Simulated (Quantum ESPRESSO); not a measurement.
# AlNi (Pm-3m): coupling and resistivity with EPW, part 3 of 4

How strongly do phonons scatter the electrons of AlNi (Pm-3m), and how dense must the meshes be?

Quantum ESPRESSO 7.5; DFT LDA, scalar-relativistic, plane waves, PseudoDojo 0.4.1 norm-conserving pseudopotentials.

So far. Step 3 (Ground state): The Fermi level lies at 14.79 eV and the pressure is -0.013 GPa. Step 4 (Phonons on the coarse mesh): The lowest mode off the zone centre lies at 108 cm⁻¹ and the highest of all solved modes at 372 cm⁻¹, so the solved wavevectors are stable. The acoustic modes at the centre lie within 23 cm⁻¹ of zero before the sum rule is imposed.

### Step 7. Wannier functions and couplings

Projections Al s, p and Ni s, p, d start 13 Wannier functions; states up to 2.5 eV over the Fermi level are frozen, and the projected functions are kept without the localisation step. Hamiltonian, force constants and couplings go to real space.

File epw1.in:

```
--
 &inputepw
    prefix='x',
    outdir='./tmp',
    dvscf_dir='./save',
    elph=.true.,
    etf_mem=1,
    nbndsub=13,
    bands_skipped='exclude_bands = 1-4',
    use_ws=.true.,
    vme='wannier',
    asr_typ='crystal',
    nk1=9,
    nk2=9,
    nk3=9,
    nq1=3,
    nq2=3,
    nq3=3,
    amass(1)=26.9815,
    amass(2)=58.6934,
    epwwrite=.true.,
    epwread=.false.,
    wannierize=.true.,
    num_iter=0,
    dis_win_max=54.79,
    dis_froz_max=17.291,
    proj(1)='Al:s;p',
    proj(2)='Ni:s;p;d',
    wdata(1)='dis_num_iter = 600',
    wdata(2)='guiding_centres = .true.',
    wdata(3)='num_print_cycles = 50',
    wdata(4)='dis_mix_ratio = 0.7',
    band_plot=.true.,
    filkf='path.dat',
    filqf='path.dat',
    fsthick=100.0,
    efermi_read=.true.,
    fermi_energy=14.7915,
 /
```

Started as:

```sh
$ OMP_NUM_THREADS=1 mpirun -n 8 epw.x -nk 8 -in epw1.in > epw1.out
```

The log of the run:

```text
[the first part of the log is left out]
     Number of WS vectors for phonons      101
     Number of WS vectors for electron-phonon      101
     Maximum number of cores for efficient parallelization      202
     Inside velocity step 1
     Velocity matrix elements calculated
     Writing Hamiltonian, Dynamical matrix and EP vertex in Wann rep to file
     ===================================================================
     Memory usage:  VmHWM =       627Mb
                   VmPeak =      1095Mb
     ===================================================================
     Using q-mesh file: path.dat
     WARNING: q-point weigths do not add up to 1 [loadqmesh_serial]
     Size of q point mesh for interpolation:         64
     Using k-mesh file: path.dat
     WARNING: k-point weigths do not add up to 1 [loadkmesh_para]
     Size of k point mesh for interpolation:         64
     Fermi energy coarse grid =  14.791453 eV
     ===================================================================
     Fermi energy is read from the input file: Ef =  14.791500 eV
     ===================================================================
     Skipping    4 occupied bands:
     The Fermi level will be determined with  13.00000 electrons
              ibndmin =     1  ebndmin =     3.272 eV
              ibndmax =    13  ebndmax =    40.547 eV
     Number of ep-matrix elements per pool :         8112 ~=   63.38 Kb (@ 8 bytes/ DP)
     We only need to compute       64 q-points
     ===================================================================
     Memory usage:  VmHWM =       627Mb
                   VmPeak =      1095Mb
     ===================================================================
```

Wall time 16 min (8 MPI ranks of Arm Neoverse V1, shared host).

Numbers from this step:

- r.m.s. error of the interpolated bands from 2 eV under to 1 eV over the Fermi level: 7.2 meV
- largest error in that range: 37.2 meV
- lowest interpolated frequency on the path: 0 cm⁻¹

Electronic bands along the path, in eV, zero at the Fermi level; # counts the bands kept:

```
point     #3     #4     #5     #6     #7    #8     #9    #10
    Γ  -3.53  -1.68  -1.68  -1.68   5.68  5.68   5.68   8.41
    X  -3.02  -2.44  -2.44  -1.58  -0.70  8.44  10.25  10.25
    M  -3.00  -3.00  -2.27  -2.27  -1.11  1.54   2.74  12.68
    Γ  -3.53  -1.68  -1.68  -1.68   5.68  5.68   5.68   8.41
    R  -4.40  -1.08  -1.08   1.98   1.98  1.98   4.04   4.73
    X  -3.02  -2.44  -2.44  -1.58  -0.70  8.44  10.25  10.25
```

The same for Wannier interpolation:

```
point     #3     #4     #5     #6     #7     #8     #9    #10
    Γ  -3.53  -1.68  -1.68  -1.68   5.68   5.68   5.68  14.49
    X  -3.02  -2.44  -2.44  -1.58  -0.70  13.07  13.07  14.48
    M  -2.99  -2.99  -2.27  -2.27  -1.11   1.51   3.11  12.66
    Γ  -3.53  -1.68  -1.68  -1.68   5.68   5.68   5.68  14.49
    R  -4.40  -1.08  -1.08   1.98   1.98   1.98   4.03   4.90
    X  -3.02  -2.44  -2.44  -1.58  -0.70  13.07  13.07  14.48
```

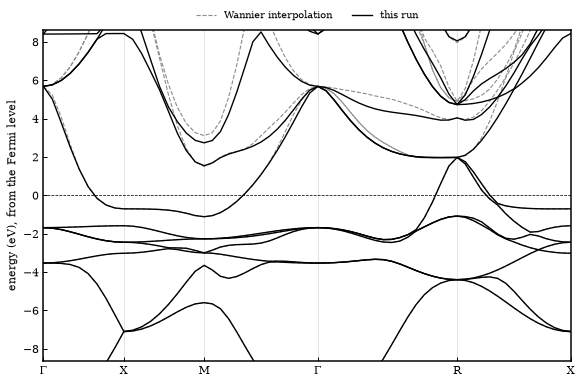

Electronic bands along the path; dashed: Wannier interpolation.

Phonon branches along the path, in cm⁻¹:

```
point  branch 1  branch 2  branch 3  branch 4  branch 5  branch 6
    Γ         0         0         0       309       309       309
    X       179       179       189       276       276       399
    M       110       110       203       267       368       368
    Γ         0         0         0       309       309       309
    R       158       158       158       351       351       351
    X       179       179       189       276       276       399
```

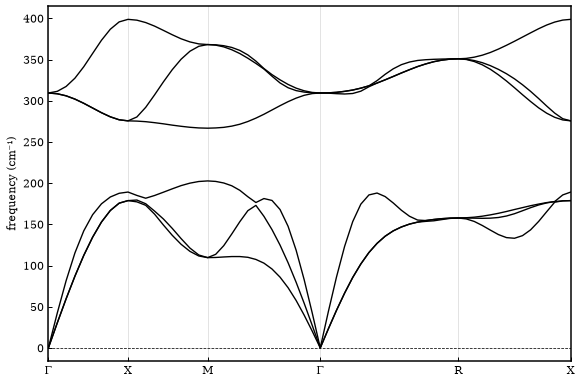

Phonon branches along the path.

Near the Fermi level the interpolated bands miss those of pw.x by 7 meV r.m.s. and 37 meV at most, each level matched to the nearest interpolated one; the r.m.s. value is under the 60 meV set for going on.

### Step 8. Coupling and Tc: fine k 16×16×16, q 8×8×8, width 0.15 eV, window 0.61 eV

The couplings are interpolated to a fine mesh near the Fermi level; their sum gives α²F and λ, and the linearised gap equation gives Tc.

File a2f-1.in:

```
--
 &inputepw
    prefix='x',
    outdir='./tmp',
    dvscf_dir='./save',
    elph=.true.,
    etf_mem=1,
    nbndsub=13,
    bands_skipped='exclude_bands = 1-4',
    use_ws=.true.,
    vme='wannier',
    asr_typ='crystal',
    nk1=9,
    nk2=9,
    nk3=9,
    nq1=3,
    nq2=3,
    nq3=3,
    amass(1)=26.9815,
    amass(2)=58.6934,
    epwwrite=.false.,
    epwread=.true.,
    wannierize=.false.,
    nkf1=16,
    nkf2=16,
    nkf3=16,
    nqf1=8,
    nqf2=8,
    nqf3=8,
    mp_mesh_k=.true.,
    ephwrite=.true.,
    eliashberg=.true.,
    liso=.true.,
    limag=.true.,
    tc_linear=.true.,
    tc_linear_solver='lapack',
    fsthick=0.61,
    degaussw=0.15,
    degaussq=0.5,
    nqstep=500,
    muc=0.13,
    wscut=0.3,
    nsiter=500,
    nstemp=7,
    temps=0.5 1.0 2.0 4.0 8.0 16.0 32.0,
 /
```

Started as:

```sh
$ OMP_NUM_THREADS=1 mpirun -n 8 epw.x -nk 8 -in a2f-1.in > a2f-1.out
```

The log of the run:

```text
[the first part of the log is left out]
            Electron smearing (eV) =    0.150000000000000D+00
                 Fermi window (eV) =    0.610000000000000D+00
     Finish writing .ephmat files
     ===================================================================
     Memory usage:  VmHWM =       119Mb
                   VmPeak =       594Mb
     ===================================================================
     Finish writing dos file x.dos
     Finish writing phdos files x.phdos and x.phdos_proj
     ===================================================================
     Solve isotropic Eliashberg equations
     ===================================================================
     Finish reading freq file
                  Fermi level (eV) =     1.4784198726E+01
     DOS(states/spin/eV/Unit Cell) =     3.6806685146E-01
            Electron smearing (eV) =     1.5000000000E-01
                 Fermi window (eV) =     6.1000000000E-01
     Nr irreducible k-points within the Fermi shell =        69 out of       165
           2 bands within the Fermi window
     Finish reading egnv file
     Max nr of q-points =       296
     Finish reading ikmap files
     Start reading .ephmat files
     Finish reading .ephmat files
     a2f file is not found to estimate initial gap: calculating a2f files
     Finish reading a2f file
     Electron-phonon coupling strength =    0.2733991
     Estimated Tc using McMillan expression =   0.0039 K for muc =   0.1300
     Estimated Tc using Allen-Dynes modified McMillan expression =   0.0039 K
     Estimated Tc using SISSO machine learning model =   0.0045 K
     Estimated w_log =  22.1652 meV
     Estimated BCS superconducting gap using McMillan Tc =   0.0006 meV
     WARNING WARNING WARNING
     The code may crash since tempsmin =    0.500 K is larger than McMillan Tc =     0.004 K
     Start: Solving (isotropic) linearized Eliashberg equation with solver = lapack
     For the first Temp.    0.50  K
       Total number of frequency points nsiw(     1) =   1108
       Cutoff frequency wscut =     0.3001
     Superconducting transition temp. Tc is the one which has Max. eigenvalue close to 1
      -----------------------------------------------------------------
             Temp.       Max.         nsiw     wscut    Nr. of iters
             (K)       eigenvalue    (itemp)   (eV)      to Converge
      -----------------------------------------------------------------
             0.50      0.6614442     1108      0.3001        1
             1.00      0.5625423      554      0.3002        1
             2.00      0.4640477      277      0.3005        1
             4.00      0.3664378      139      0.3021        1
             8.00      0.2692994       69      0.3010        1
            16.00      0.1752593       35      0.3075        1
            32.00      0.0864295       17      0.3032        1
      -----------------------------------------------------------------
     Finish: Solving (isotropic) linearized Eliashberg equation
```

Run time: 5.1 min. Hardware: 8 MPI ranks.

Numbers from this step:

* coupling constant λ: 0.2734
* log mean phonon energy ħω_log: 22.17 meV
* density of states at the Fermi level: 0.3681 states/eV a spin and cell
* Fermi level on the fine mesh: 14.78 eV

The a2F has structure finer than the step of the table below, so its rows give means over 5 meV, whole bins alone (the curve runs from 0.109 to 54.1 meV). Peaks (meV: height): 16.6: 0.201, 20.1: 0.292, 22.3: 0.265, 38.8: 0.0899, 42.7: 0.175, 47.1: 0.158.

A2F against phonon energy; means over each step:

```
phonon energy (meV)      a2F
                  5   9.0e-5
                 10  0.00541
                 15    0.112
                 20    0.242
                 25   0.0381
                 30   4.2e-5
                 35   0.0256
                 40   0.0888
                 45    0.116
                 50   0.0278
```

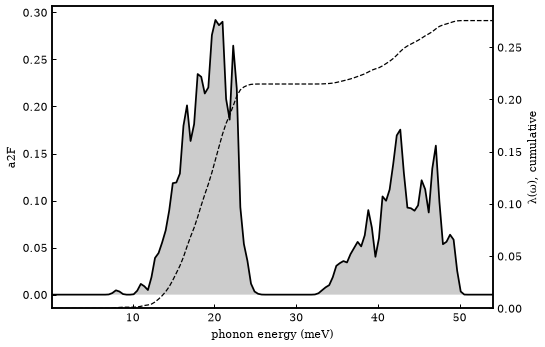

A2F against phonon energy. The dashed line is the running λ.

Tc lies where the eigenvalue is 1; mu* = 0.13. Eigenvalue against temperature:

```
T (K)  largest eigenvalue of the linearised gap equation
  0.5                                             0.6614
    1                                             0.5625
    2                                              0.464
    4                                             0.3664
    8                                             0.2693
   16                                             0.1753
   32                                            0.08643
```

λ = 0.273 and ħω_log = 22.2 meV. The eigenvalue stays under 1 down to 0.5 K.

### Step 9. Resistivity: fine k 20×20×20, q 10×10×10, adaptive width, window 0.32 eV

The Boltzmann equation is solved by iteration on a fine mesh; only states within the window around the Fermi level enter.

File bte-1.in:

```
--
 &inputepw
    prefix='x',
    outdir='./tmp',
    dvscf_dir='./save',
    elph=.true.,
    etf_mem=1,
    nbndsub=13,
    bands_skipped='exclude_bands = 1-4',
    use_ws=.true.,
    vme='wannier',
    asr_typ='crystal',
    nk1=9,
    nk2=9,
    nk3=9,
    nq1=3,
    nq2=3,
    nq3=3,
    amass(1)=26.9815,
    amass(2)=58.6934,
    epwwrite=.false.,
    epwread=.true.,
    wannierize=.false.,
    nkf1=20,
    nkf2=20,
    nkf3=20,
    nqf1=10,
    nqf2=10,
    nqf3=10,
    mp_mesh_k=.true.,
    scattering=.true.,
    iterative_bte=.true.,
    epmatkqread=.false.,
    assume_metal=.true.,
    int_mob=.false.,
    carrier=.false.,
    ngaussw=-99,
    mob_maxiter=200,
    broyden_beta=0.7,
    fsthick=0.32,
    degaussw=0.0,
    nstemp=6,
    temps=150 200 273 300 400 500,
    restart=.false.,
    selecqread=.false.,
 /
```

Started as:

```sh
$ OMP_NUM_THREADS=1 mpirun -n 8 epw.x -nk 8 -in bte-1.in > bte-1.out
```

The log of the run:

```text
[the first part of the log is left out]
     =============================================================================================
     Start solving iterative Boltzmann Transport Equation
     =============================================================================================
     Iteration number:         1
     =============================================================================================
       Temp     Fermi        DOS        Population SR                 Conductivity
        [K]      [eV]    [states/Ry] [carriers per cell]               [Ohm.cm]^-1
     =============================================================================================
      150.000  14.7704   0.22017E+02   0.70499E-14    0.433237E+06   -0.107044E-11    0.000000E+00
                                      -0.71054E-14    0.107044E-11    0.433237E+06    0.000000E+00
                                       0.00000E+00    0.000000E+00    0.000000E+00    0.433237E+06
      200.000  14.7721   0.13641E+02  -0.28588E-13    0.299336E+06    0.535218E-12    0.000000E+00
                                       0.34972E-14    0.000000E+00    0.299336E+06    0.000000E+00
                                       0.00000E+00    0.000000E+00    0.000000E+00    0.299336E+06
      273.000  14.7741   0.25947E+01   0.17764E-13    0.200675E+06   -0.535218E-12    0.000000E+00
                                      -0.35527E-14    0.000000E+00    0.200675E+06    0.000000E+00
                                       0.00000E+00    0.000000E+00    0.000000E+00    0.200675E+06
      300.000  14.7748   0.13787E+01  -0.88818E-14    0.178462E+06   -0.535218E-12    0.000000E+00
                                       0.17764E-14    0.267609E-12    0.178462E+06    0.000000E+00
                                       0.00000E+00    0.000000E+00    0.000000E+00    0.178462E+06
      400.000  14.7770   0.15899E+00  -0.61617E-14    0.126832E+06    0.000000E+00    0.000000E+00
                                       0.00000E+00   -0.133805E-12    0.126832E+06    0.000000E+00
                                       0.00000E+00    0.000000E+00    0.000000E+00    0.126832E+06
      500.000  14.7791   0.80363E-01   0.55511E-15    0.988725E+05    0.401414E-12    0.000000E+00
                                      -0.99920E-15   -0.133805E-12    0.988725E+05    0.000000E+00
                                       0.00000E+00    0.000000E+00    0.000000E+00    0.988725E+05
                                                      0.433237E+06    Max error
     [...]
     Iteration number:        19
     =============================================================================================
       Temp     Fermi        DOS        Population SR                 Conductivity
        [K]      [eV]    [states/Ry] [carriers per cell]               [Ohm.cm]^-1
     =============================================================================================
      150.000  14.7704   0.22017E+02  -0.69389E-14    0.457033E+06    0.000000E+00    0.000000E+00
                                       0.14266E-13    0.535218E-12    0.457033E+06    0.000000E+00
                                       0.00000E+00    0.000000E+00    0.000000E+00    0.457033E+06
      200.000  14.7721   0.13641E+02   0.35527E-14    0.317307E+06    0.000000E+00    0.000000E+00
                                       0.35250E-14    0.000000E+00    0.317307E+06    0.000000E+00
                                       0.00000E+00    0.000000E+00    0.000000E+00    0.317307E+06
      273.000  14.7741   0.25947E+01   0.00000E+00    0.213156E+06    0.535218E-12    0.000000E+00
                                      -0.44686E-14    0.936632E-12    0.213156E+06    0.000000E+00
                                       0.88818E-15    0.000000E+00    0.000000E+00    0.213156E+06
      300.000  14.7748   0.13787E+01  -0.35527E-14    0.189574E+06   -0.535218E-12    0.000000E+00
                                       0.35527E-14   -0.267609E-12    0.189574E+06    0.000000E+00
                                       0.00000E+00    0.000000E+00    0.000000E+00    0.189574E+06
      400.000  14.7770   0.15899E+00  -0.13267E-13    0.134635E+06   -0.133805E-12    0.669023E-13
                                       0.38858E-15    0.669023E-13    0.134635E+06    0.000000E+00
                                       0.00000E+00   -0.669023E-13    0.000000E+00    0.134635E+06
      500.000  14.7791   0.80363E-01   0.00000E+00    0.104849E+06    0.669023E-13    0.000000E+00
                                      -0.88818E-15    0.267609E-12    0.104849E+06    0.000000E+00
                                       0.00000E+00    0.000000E+00    0.000000E+00    0.104849E+06
                                                      0.368978E-06    Max error
```

Wall time 9.4 min (8 MPI ranks); 75 min of CPU time.

This step gave:

| Property | Result |
| --- | --- |
| iterations | 19 |
| resistivity at 300 K | 5.275 μΩ cm |

Resistivity, by row:

```
T (K)  rho_xx (μΩ cm)  rho_yy  rho_zz  relaxation-time approximation, mean of the axes (μΩ cm)
  150           2.188   2.188   2.188                                                      1.9
  200           3.151   3.151   3.151                                                    2.716
  273           4.691   4.691   4.691                                                    4.026
  300           5.275   5.275   5.275                                                    4.525
  400           7.428   7.428   7.428                                                    6.369
  500           9.537   9.537   9.537                                                     8.18
```

ρ(300 K) = 5.28 μΩ cm; the relaxation-time start gave 4.52. One mesh does not show convergence. The largest adaptive width printed is 0.38 eV, against a window of 0.32 eV outside which no state is counted.

(Continued in part 4 of 4.)

[The logs of pw.x and epw.x are selected lines.]

[Logs are printed without paths, hosts, clocks, repeated set-up lines and the standing remarks that a program may print on its own settings, such as how far it seeks lower states.]

[Hosts, paths, dates, database ids (printed as entryN), source tags and the programs' standing remarks are cut or masked in the printed files.]
